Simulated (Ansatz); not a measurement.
Band structure of TcN (F-43m, 2 atoms in the cell).

```xyz
2
Lattice="0.0000 2.2954 2.2954 2.2954 0.0000 2.2954 2.2954 2.2954 0.0000" Properties=species:S:1:pos:R:3 pbc="T T T"
Tc     0.0000     0.0000     0.0000
N      3.4431     3.4431     3.4431
```

Method: PBEsol, PAW files (plane waves; Ansatz, a first-principles code).

Settings: kpoints.mp_grid.grid = 8 8 8; hamiltonian.xc = pbesol; hamiltonian.pseudopotentials = {kind: paw} (the program's default PAW files); scf.occupations.method = gaussian; scf.occupations.width = 0.272 eV; kpoints.band_path.npoints = 8.

The starting cell comes from a database of computed structures (which also holds hypothetical and non-ambient phases and stackings), without a prior relaxation at this level. Spin polarisation is off.

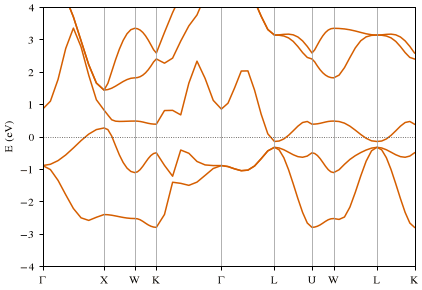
Fig. 1. Bands along the path, energies from the Fermi level.

Levels in eV from the Fermi level, bands 7 to 13:
| point | 7 | 8 | 9 | 10 | 11 | 12 | 13 |
|---|---|---|---|---|---|---|---|
| Γ | -6.84 | -6.84 | -0.89 | -0.89 | 0.85 | 4.92 | 4.92 |
| X | -4.51 | -4.51 | -2.40 | 0.27 | 0.82 | 1.44 | 1.44 |
| W | -5.48 | -4.55 | -2.53 | -1.11 | 0.48 | 1.82 | 3.35 |
| K | -5.04 | -4.70 | -2.80 | -0.50 | 0.39 | 2.40 | 2.58 |
| L | -6.16 | -6.16 | -0.33 | -0.33 | -0.15 | 3.14 | 3.14 |
| U | -5.04 | -4.70 | -2.80 | -0.50 | 0.39 | 2.40 | 2.58 |

Bands cross the Fermi level along this path, so the cell is metallic at this level.

Keys are those of Ansatz 0.2.
